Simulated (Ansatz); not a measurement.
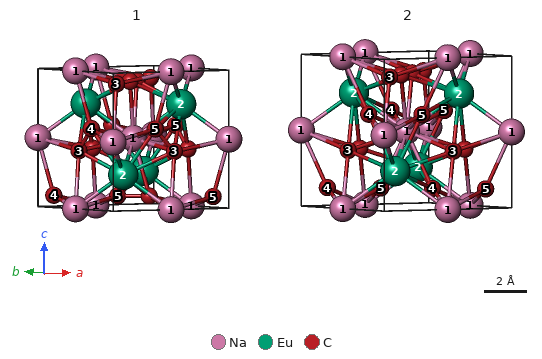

Two geometries of solid NaEuC₄ (a generated structure, set up in F-43m) (coarse preliminary run), drawn at one scale. One is the start of a relaxation, the other its converged end. A ball-and-stick model of the conventional cell (4 times the calculation's cell), seen from a free direction. Lengths and directions refer to the drawn axes.

Method: Ansatz 0.2.0, DFT PBE, scalar-relativistic, plane waves, PAW. (plane-wave cutoff 420 eV; k-point mesh 4 × 4 × 4; occupations gaussian; smearing width 0.1 eV; collinear spin; cell and atoms relaxed; force threshold 0.04 eV/Å; at most 70 steps)

Which of the two is the end point?

Answer. Structure 1 is the relaxed one. The largest moves relative to the cell, 0.47 Å, are those of C atoms. Eu and Na stay in place. Cell: a = b = c 7.355 → 6.685 Å (−9.1 %). Volume −24.9 %. Among the contacts that change: C–C 2.565 → 1.565 Å, C–Eu 3.046 → 2.729 Å, Eu–Na 3.185 → 2.894 Å, C–Na 3.053 → 2.897 Å. Bond angles that change, for instance: Eu–C–Eu 117.3° → 120.0°. The space group stays F-43m (No. 216). The energy falls by 1607 meV per atom in 5 accepted moves (7 points after the start). Largest force component: 0.67 eV/Å at the start, 0.0084 eV/Å at the end. The pressure goes from −17.59 to −0.30 GPa. The line search rejected the trial step at point 4 of the run. At 1 point the geometry stayed and the basis and grid were re-selected for the new cell (energy shift of 2.5 meV per atom at most each time). The run took 47 s on 1 thread of Arm Neoverse V2, on a shared host, peak memory 0.36 GiB.

Limits of the set-up: 4f states are treated without a Hubbard U.
